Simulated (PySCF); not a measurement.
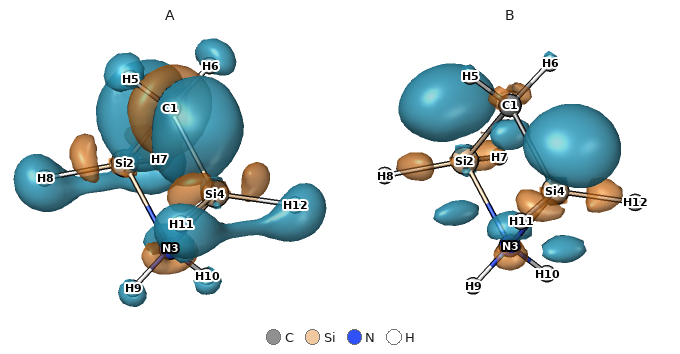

Figure. CH$_{8}$NSi$_{2}$, charge +1, SMILES `C1[SiH2][NH2+][SiH2]1`. The two Fukui functions at ±0.03 e/Å³ (light blue positive, orange negative).

Computed with PySCF, ωB97X/def2-SVP, geometry: GFN2-xTB. No frequency check shows the geometry to be a minimum.

Coordinates in Å:

```
C1      -0.0000    1.3357    0.0001
Si2     -1.4069    0.0431   -0.0000
N3       0.0000   -1.2423    0.0000
Si4      1.4069    0.0431   -0.0000
H5      -0.0002    1.9952    0.8659
H6       0.0001    1.9952   -0.8659
H7      -2.1181   -0.1970   -1.2441
H8      -2.1181   -0.1970    1.2441
H9      -0.0001   -1.8636    0.8046
H10      0.0001   -1.8636   -0.8047
H11      2.1181   -0.1969    1.2441
H12      2.1181   -0.1969   -1.2441
```

### Which panel is f⁻ (electron removed) and which f⁺ (electron added)?

A is f⁻, B is f⁺. f⁻ (Hirshfeld-condensed) is largest on C1 (0.20) and Si2 and Si4 (0.15 each); the vertical ionisation energy is 15.85 eV. f⁺ (Hirshfeld-condensed) is largest on Si2 and Si4 (0.26 each); the vertical electron affinity is 3.62 eV (the stability of the neutral species's solution wasn't checked; rough: the basis has no diffuse functions).

### What chemical potential and hardness follow from the two energies?

μ = −(I + A)/2 = −9.73 eV and η = I − A = 12.22 eV.

The PySCF run took 100 s on 1 thread of Intel(R) Xeon(R) 6975P-C (Granite Rapids) (shared host), peak memory 0.66 GiB.
